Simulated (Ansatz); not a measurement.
# Ta (Im-3m): thermal expansion from first principles, part 2 of 3

Aim: the lattice, expansion, heat capacity and bulk modulus of Ta as it warms.

Ansatz 0.2.0; DFT PBEsol, scalar-relativistic, plane waves, PAW; PAW set soft_1.

So far. Step 2 (A first coarse run): The start is under -5.9 GPa at this level and looks like a metal on this mesh. The relaxed cell has a = 3.280 Å (conventional setting).

## (4) Tight relaxation

The relaxation is repeated with tighter thresholds on force and stress, since phonons are sensitive to what is left; a change of mesh or smearing in the input moves the cell too.

File input.yaml:

```yaml
crystal:
  lattice:
    - [-1.6402286349, 1.6402286349, 1.6402286349]
    - [1.6402286349, -1.6402286349, 1.6402286349]
    - [1.6402286349, 1.6402286349, -1.6402286349]
  atoms:
    - { symbol: Ta, position: [0.0, 0.0, 0.0] }
kpoints:
  mp_grid: { grid: [20, 20, 20] }
hamiltonian:
  xc: pbesol
  pseudopotentials: { kind: paw, azcp: { folder: soft_1 }, xc_functional: pbe }
scf:
  occupations: { method: methfessel_paxton, width: 0.2 }
  lower_state_search: "off"
output:
  forces: true
  stress: true
  eigenvalues: true
  write_density: true
  write_potential: true
  elf: true
  volumetric_format: npy
relax:
  adjacent_minimum: "off"
  f_tol: 0.001
  max_steps: 60
  cell: { stress_tol: 0.01 }
```

Command:

```sh
> ansatz run input.yaml --threads 8 --pin off --max-ram 16384MiB --backend cpu --events-out ev --progress --plain --runs-dir out
```

Numbers of over 12 decimals in the logs are rounded to 6 here.

What it wrote:

```text
[...]
Crystal: 1 atoms, lattice volume = 17.651 Å³
Basis set: ecut = 420 eV, 369 PW (Γ), exchange–correlation on 40×40×40 points (8 copies of the dense FFT grid, shifted against one another)
Bands: 11, of which v1, the nominal top of the filled ones, is band 7 counted from 1 (6 counted from 0)
Symmetry: 48 space group operations
[...]
k-points: 256 of 8000
[...]
SCF iter   1: F=—  HF=-9807.534450 eV  |F-HF|=—  |Δ(HF+E_count)|=         —  Δρ=4.17e-2  dr2=3.18e-1  ethr=3.10e-3  ⟨swp⟩=5.0  Hψ=14437  notcnv=0
[...]
SCF iter   6: F=-9807.407195 eV  HF=-9807.407195 eV  |F-HF|=1.42e-10  |Δ(HF+E_count)|=   7.49e-9  S|Δr|=    0.00e0  Δρ=2.12e-6  dr2=2.22e-10  ethr=1.89e-10  ⟨swp⟩=4.8  Hψ=12812  notcnv=0
SCF 1 converged in 6 iterations: F = -9807.407195 eV  dr2 = 2.22e-10
[...]
relax step   1: F+E_penalty+E_count = -9807.40719463 eV  Δ(F+E_penalty+E_count) = +0.000e0 eV  max|allowed force component| = 0.000e0 eV/Å  Δτ_max = 0.0000 Å  P = +0.251 GPa  Ω = 17.651 Å³  (6 SCF iters, dr2 threshold 1.00e-7 eV, accepted)
Crystal: 1 atoms, lattice volume = 17.732 Å³
[...]
SCF iter   3: F=-9807.407063 eV  HF=-9807.407063 eV  |F-HF|=1.99e-9  |Δ(HF+E_count)|=   1.32e-7  S|Δr|=    0.00e0  Δρ=5.29e-6  dr2=1.50e-9  ethr=7.50e-10  ⟨swp⟩=6.8  Hψ=12649  notcnv=0
SCF 2 converged in 3 iterations: F = -9807.407063 eV  dr2 = 1.50e-9
relax step   2: F+E_penalty+E_count = -9807.40706296 eV  Δ(F+E_penalty+E_count) = +1.317e-4 eV  max|allowed force component| = 0.000e0 eV/Å  Δτ_max = 0.0000 Å  P = -0.703 GPa  Ω = 17.732 Å³  energy of the carried Pulay correction = -1.630e-5 eV  (3 SCF iters, dr2 threshold 1.00e-7 eV, rejected (line search))
Crystal: 1 atoms, lattice volume = 17.672 Å³
[...]
SCF iter   5: F=-9807.407207 eV  HF=-9807.407207 eV  |F-HF|=3.64e-12  |Δ(HF+E_count)|=  1.09e-11  S|Δr|=    0.00e0  Δρ=1.80e-8  dr2=1.84e-14  ethr=1.00e-12  ⟨swp⟩=4.0  Hψ=10587  notcnv=0
SCF 3 converged in 5 iterations: F = -9807.407207 eV  dr2 = 1.84e-14
relax step   3: F+E_penalty+E_count = -9807.40720684 eV  Δ(F+E_penalty+E_count) = -1.221e-5 eV  max|allowed force component| = 0.000e0 eV/Å  Δτ_max = 0.0000 Å  P = -0.001 GPa  Ω = 17.672 Å³  energy of the carried Pulay correction = -4.276e-6 eV  (5 SCF iters, accepted)
[...]
SCF iter   3: F=-9807.407212 eV  HF=-9807.407212 eV  |F-HF|=1.82e-12  |Δ(HF+E_count)|=  1.46e-11  S|Δr|=    0.00e0  Δρ=9.38e-8  dr2=3.86e-13  ethr=1.00e-12  ⟨swp⟩=3.1  Hψ=10931  notcnv=0
SCF 4 converged in 3 iterations: F = -9807.407212 eV  dr2 = 3.86e-13
relax step   4: F+E_penalty+E_count = -9807.40721178 eV  Δ(F+E_penalty+E_count) = -4.946e-6 eV  max|allowed force component| = 0.000e0 eV/Å  Δτ_max = 0.0000 Å  P = -0.001 GPa  Ω = 17.672 Å³  stress off target by 1.20e-3 GPa  SCF on the basis re-selected at this cell (its energy is not comparable with the rows above)  (3 SCF iters)
basis re-selected at this cell: Δ(F+E_penalty+E_count) = -4.946e-6 eV, ΔP = +0.000 GPa vs the last step (what re-selecting the basis moved, of the pressure what is left beyond the Pulay correction that the steps carried, after the strain that the cell walked since its last selection, with what the two solves' SCF thresholds leave and, on support functions, any second-order correction that the steps lacked; it is no measure of the basis error at this ecutwfc). This SCF's stress stands 1.20e-3 GPa from its target on what of the cell is left free (relax.cell.stress_tol is 1.00e-2 GPa) and its largest allowed force component is 0.00e0 eV/Å (relax.f_tol is 1.00e-3 eV/Å): [rest of the remark cut]
SCF converged after 3 iterations
Stability not checked: this state was not tested for a lower state beside it, because cold or Methfessel-Paxton smearing, or corrected tetrahedra, fill the levels in a way that the test cannot read (fill_not_monotonic; see scf.lower_state_search)
Free energy (F): -9807.407212 eV
[...]
Internal energy: -9807.408200 eV  (E = F + TS)
E sigma→0 (E₀):  -9807.407459 eV
Entropy (-TS):   0.000988 eV (0.988 meV/atom)
Fermi energy:    18.706811 eV
[...]
--- Stress (GPa, compression-positive) ---
       -0.001204      -0.000000       0.000000
       -0.000000      -0.001204       0.000000
       -0.000000       0.000000      -0.001204
  P = ⅓ Tr σ = -0.0012 GPa (-0.012 kbar)
--- Band table (eV; the first three rows and the last of 256) ---
  k-point 0: bands = [... 3 lower, -14.1663, 10.7407, 19.4526, 19.4526, 19.4526, 22.7940, 22.7940, 33.4115]
  k-point 1: bands = [... 3 lower, -14.1664, 10.8557, 19.3768, 19.4320, 19.5652, 22.6652, 22.7934, 33.5178]
  k-point 2: bands = [... 3 lower, -14.1670, 11.1909, 19.1647, 19.3482, 19.9000, 22.3774, 22.7970, 33.7991]
  k-point 255: bands = [... 3 lower, -15.0430, 14.8053, 14.8053, 25.7395, 25.7395, 25.7395, 27.5013, 27.5013]
--- Relaxed structure (3 steps of the walk, 2 accepted, 1 SCFs on fresh bases) ---
[...]
cell:  # Å, volume = 17.6724 Å³
    - [-1.640885, 1.640885, 1.640885]
    - [1.640885, -1.640885, 1.640885]
    - [1.640885, 1.640885, -1.640885]
  atoms:
    - { symbol: Ta, position: [0.0, 0.0, 0.0] }
```

Wall time 1.8 s (8 threads of Arm Neoverse V2, shared host); peak memory 0.34 GiB; 11 s of CPU time.

Little changed from the start: no atom moved by 0.005 Å and no cell edge by 0.1 %.

This step gave:

| Quantity | Value |
| --- | --- |
| pressure | -0.001204 GPa |
| volume per atom | 17.67 Å³/atom |

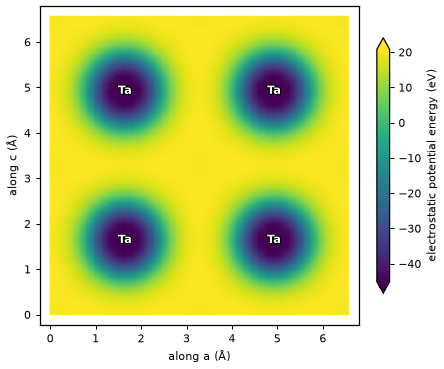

Electrostatic potential energy in the ac plane of the conventional cell at fractional y = 0.000, with atoms of Ta within 0.2 Å of it. With pseudopotentials it is smooth inside the atoms' cores, unlike the true potential. The map starts off the cell's origin, so that atoms lie inside it.

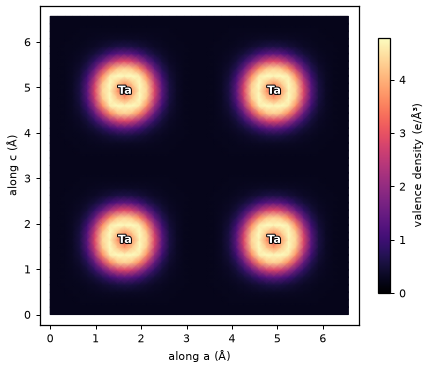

Valence density in the ac plane of the conventional cell at fractional y = 0.000, with atoms of Ta within 0.2 Å of it. It is the smooth field of the valence electrons, not physical close to the nuclei. The map starts off the cell's origin, so that atoms lie inside it.

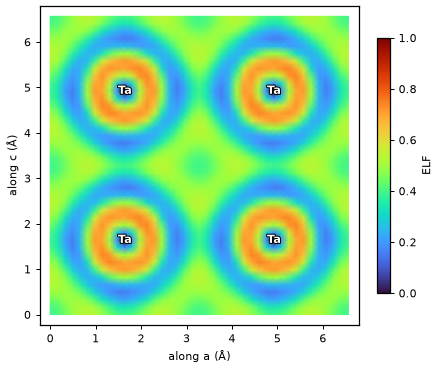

ELF in the ac plane of the conventional cell at fractional y = 0.000, with atoms of Ta within 0.2 Å of it. It is the smooth field of the valence electrons, not physical close to the nuclei. The map starts off the cell's origin, so that atoms lie inside it.

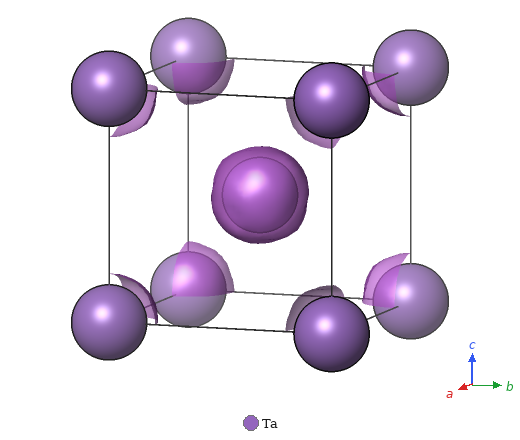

Surface of ELF = 0.69.

The residual pressure is -0.0012 GPa, small enough for phonons.

## (5) The quasi-harmonic study

Thermal expansion follows from how the free energy of the vibrations (and of the electrons in a metal) changes with strain, so the program makes strained cells, their phonons and a fit in one run.

input.yaml, the sections that differ from step 4:

```yaml
crystal:
  lattice:
    - [-1.6408853861, 1.6408853861, 1.6408853861]
    - [1.6408853861, -1.6408853861, 1.6408853861]
    - [1.6408853861, 1.6408853861, -1.6408853861]
  atoms:
    - { symbol: Ta, position: [0.0, 0.0, 0.0] }
output:
  eigenvalues: true
phonons:
  method: dfpt
  qmesh: [4, 4, 4]
  temperatures: { t_max: 1200.0, t_step: 50 }
  thermal_expansion: {}
# kpoints, hamiltonian, scf: as in step 4
# relax: removed
```

What it wrote:

```text
[...]
Crystal: 1 atoms, lattice volume = 17.672 Å³
Basis set: ecut = 487.2 eV, 429 PW (Γ), exchange–correlation on 48×48×48 points (8 copies of the dense FFT grid, shifted against one another)
Bands: 11, of which v1, the nominal top of the filled ones, is band 7 counted from 1 (6 counted from 0)
Symmetry: 48 space group operations
[...]
k-points: 256 of 8000
[...]
SCF iter   1: F=—  HF=-9807.535240 eV  |F-HF|=—  |Δ(HF+E_count)|=         —  Δρ=4.16e-2  dr2=3.18e-1  ethr=3.10e-3  ⟨swp⟩=5.0  Hψ=14465  notcnv=0
[...]
SCF iter   7: F=-9807.407715 eV  HF=-9807.407715 eV  |F-HF|=3.64e-12  |Δ(HF+E_count)|=  1.31e-10  S|Δr|=    0.00e0  Δρ=7.53e-8  dr2=1.66e-13  ethr=1.00e-12  ⟨swp⟩=6.2  Hψ=11282  notcnv=0
the search or the solves at the SCF's close seem to have found levels that the self-consistency loop had missed (the run counts 1). By its estimate they hold under 1e-12 electrons; where the run keeps them, the occupations were computed again with them
SCF 1 converged in 7 iterations: F = -9807.407715 eV  dr2 = 1.66e-13
[...]
relax step   1: F+E_penalty+E_count = -9807.40771470 eV  Δ(F+E_penalty+E_count) = +0.000e0 eV  max|allowed force component| = 0.000e0 eV/Å  Δτ_max = 0.0000 Å  (7 SCF iters, accepted)
SCF converged after 7 iterations
[...]
Free energy (F): -9807.407715 eV
[...]
Internal energy: -9807.408703 eV  (E = F + TS)
E sigma→0 (E₀):  -9807.407962 eV
Entropy (-TS):   0.000988 eV (0.988 meV/atom)
Fermi energy:    18.706742 eV
[...]
--- Stress (GPa, compression-positive) ---
       -0.004812      -0.000000       0.000000
       -0.000000      -0.004812      -0.000000
        0.000000      -0.000000      -0.004812
  P = ⅓ Tr σ = -0.0048 GPa (-0.048 kbar)
--- Band table (eV; the first three rows and the last of 256) ---
  k-point 0: bands = [... 3 lower, -14.1664, 10.7405, 19.4527, 19.4527, 19.4527, 22.7942, 22.7942, 33.4112]
  k-point 1: bands = [... 3 lower, -14.1666, 10.8555, 19.3768, 19.4320, 19.5652, 22.6653, 22.7935, 33.5174]
  k-point 2: bands = [... 3 lower, -14.1672, 11.1906, 19.1647, 19.3482, 19.9000, 22.3776, 22.7971, 33.7987]
  k-point 255: bands = [... 3 lower, -15.0432, 14.8053, 14.8053, 25.7396, 25.7396, 25.7396, 27.5009, 27.5009]
── thermal expansion: 3 new cells, 3 in all ──
thermal expansion: relaxation of cell 2
thermal expansion: relaxation of cell 3
── thermal expansion: 2 new cells, 5 in all ──
thermal expansion: relaxation of cell 4
thermal expansion: electrons of cell 4
thermal expansion: phonons of cell 4
WARN: thermal expansion, phonons of cell 4: eigensolver did not converge (k=165): 1 band(s) unlocked after 20 sweeps at ethr=1.00e-12 eV (lowest unlocked band 10, counted from 0; max residual 2.94e-5 eV among the unlocked bands, 2.94e-5 eV over every band)
thermal expansion: relaxation of cell 5
thermal expansion: electrons of cell 1
thermal expansion: electrons of cell 2
thermal expansion: electrons of cell 3
thermal expansion: electrons of cell 5
thermal expansion: phonons of cell 5
[...]
── thermal expansion: 5 new cells, 10 in all ──
thermal expansion: relaxation of cell 6
thermal expansion: relaxation of cell 7
thermal expansion: relaxation of cell 8
thermal expansion: relaxation of cell 9
thermal expansion: relaxation of cell 10
thermal expansion: electrons of cell 6
thermal expansion: electrons of cell 7
thermal expansion: electrons of cell 8
thermal expansion: electrons of cell 9
thermal expansion: electrons of cell 10
thermal expansion: phonons of cell 6
[...]
thermal expansion: phonons of cell 7
[...]
WARN: thermal expansion: eigensolver_not_converged in the phonons of 4 cells: 4, 5, 6, 7
--- Relaxed structure (1 steps of the walk, 1 accepted, 0 SCFs on fresh bases) ---
  F+E_penalty+E_count = -9807.40771470 eV   max|allowed force component| = 0.000e0 eV/Å
  atoms:
    - { symbol: Ta, position: [0.0, 0.0, 0.0] }
--- Thermal expansion: 10 cells in 3 rounds, 0 GPa ---
  no lower state was looked for at cell 4: scf.lower_state_search: off
  without vibrations: a 2.84208, b 2.84208, c 2.84208 Å, V 17.6721 Å³, B 209.10 GPa
  at 0 K: a 2.84373, b 2.84373, c 2.84373 Å, V 17.7029 Å³, B 208.07 GPa
  zero-point expansion: a +0.058, b +0.058, c +0.058, V +0.174 %
      T/K        a/Å        b/Å        c/Å       V/Å³ | expansion of a, b, c, V (1e-6/K)   | that of V in the mean from 25 °C | C_P, C_V (J/mol K of the cell) | B_T, B_S (GPa)
     0.00    2.84373    2.84373    2.84373    17.7029 |    0.00    0.00    0.00    0.00 |   15.29 |     0.000     0.000 |   208.07   208.07
   150.00    2.84529    2.84529    2.84529    17.7320 |    6.12    6.12    6.12   18.35 |   19.69 |    23.021    22.910 |   205.94   206.94
   298.15    2.84806    2.84806    2.84806    17.7839 |    6.87    6.87    6.87   20.60 |       - |    25.471    25.196 |   202.72   204.93
   400.00    2.85009    2.85009    2.85009    17.8220 |    7.11    7.11    7.11   21.34 |   21.01 |    26.213    25.821 |   200.38   203.42
   550.00    2.85320    2.85320    2.85320    17.8803 |    7.42    7.42    7.42   22.26 |   21.53 |    27.074    26.497 |   196.73   201.01
   700.00    2.85644    2.85644    2.85644    17.9413 |    7.71    7.71    7.71   23.14 |   22.03 |    27.845    27.064 |   192.85   198.41
   850.00    2.85981    2.85981    2.85981    18.0049 |    8.02    8.02    8.02   24.06 |   22.52 |    28.571    27.564 |   188.72   195.62
  1000.00    2.86333    2.86333    2.86333    18.0713 |    8.35    8.35    8.35   25.04 |   23.03 |    29.266    28.009 |   184.34   192.62
  1150.00    2.86699    2.86699    2.86699    18.1408 |    8.70    8.70    8.70   26.10 |   23.56 |    29.944    28.407 |   179.69   189.42
  1200.00    2.86824    2.86824    2.86824    18.1646 |    8.82    8.82    8.82   26.47 |   23.74 |    30.168    28.530 |   178.08   188.31
  the static fit leaves 0.000 meV an atom of the energies and, of the stresses, 0.000 GPa of each cell's largest along a strain (root mean squares over the cells), whose Pulay part it has at -0.011 GPa
  vibrations' free energy: its fit passes through its cells
  the electrons' free energy at temperature is in it; its fit leaves 0.0002 meV an atom at the most
  free energies summed between the sampled wave vectors
  estimated error of the fitted expansion in any direction: up to 0.017e-6/K, at 1200 K, with few degrees of freedom (an estimate, not a bound: it was exceeded on models of known expansion)
  by sums over the sampled wave vectors an expansion of the volume parts by up to 0.33e-6/K
  by a static energy of one degree less an expansion of the volume parts by up to 0.01e-6/K
  eigensolver_not_converged in the phonons of 4 cells: 4, 5, 6, 7
```

Elapsed: 7.8 min, on 8 threads; peak memory 4 GiB.

Numbers from this step:

```yaml
pressure: -0.004812 GPa
volume_expansion_coefficient_at_298_k: 20.60 1e-6/K
c_p_at_298_k: 25.47 J/mol-atom/K
entropy_at_298_k: 42.44 J/mol-atom/K
isothermal_bulk_modulus_at_298_k: 202.7 GPa
grueneisen_parameter_at_298_k: 1.775
volume_at_298_k: 17.78 Å³/atom
principal_linear_expansion_coefficients_at_298_k: 6.867, 6.867, 6.867 1e-6/K
```

Strained cells of the study; zero-point energy where phonons were solved; the pressures are stresses at a fixed cutoff and can carry an offset from the finite basis. Expansion cells, by row:

| cell | \|a\| (Å) | \|b\| (Å) | \|c\| (Å) | V (Å³/atom) | E - E_lowest (meV/atom) | pressure, compression positive (GPa) | gap (eV) | zero-point energy (meV/atom) |
| --- | --- | --- | --- | --- | --- | --- | --- | --- |
| 1 | 2.842 | 2.842 | 2.842 | 17.67 | 0 | -0.016 | - | - |
| 2 | 2.865 | 2.865 | 2.865 | 18.1 | 6.516 | -4.8 | - | - |
| 3 | 2.82 | 2.82 | 2.82 | 17.25 | 6.662 | 5.202 | - | - |
| 4 | 2.842 | 2.842 | 2.842 | 17.67 | 0 | -0.043 | - | 21.36 |
| 5 | 2.856 | 2.856 | 2.856 | 17.94 | 2.614 | -3.086 | - | 20.76 |
| 6 | 2.865 | 2.865 | 2.865 | 18.11 | 6.749 | -4.881 | - | 20.38 |
| 7 | 2.877 | 2.877 | 2.877 | 18.33 | 15.02 | -7.139 | - | 19.89 |
| 8 | 2.814 | 2.814 | 2.814 | 17.15 | 10.38 | 6.556 | - | - |
| 9 | 2.828 | 2.828 | 2.828 | 17.41 | 2.549 | 3.169 | - | - |
| 10 | 2.894 | 2.894 | 2.894 | 18.66 | 33.35 | -10.33 | - | - |

(Part 2 of 3 ends here.)

[Logs are printed without paths, hosts, clocks, repeated set-up lines and the standing remarks that a program may print on its own settings, such as how far it seeks lower states.]

[Hosts, paths, dates, database ids (printed as entryN), source tags and the programs' standing remarks are cut or masked in the printed files.]

[A step with changed settings may run another functional than the one named; its input shows which.]
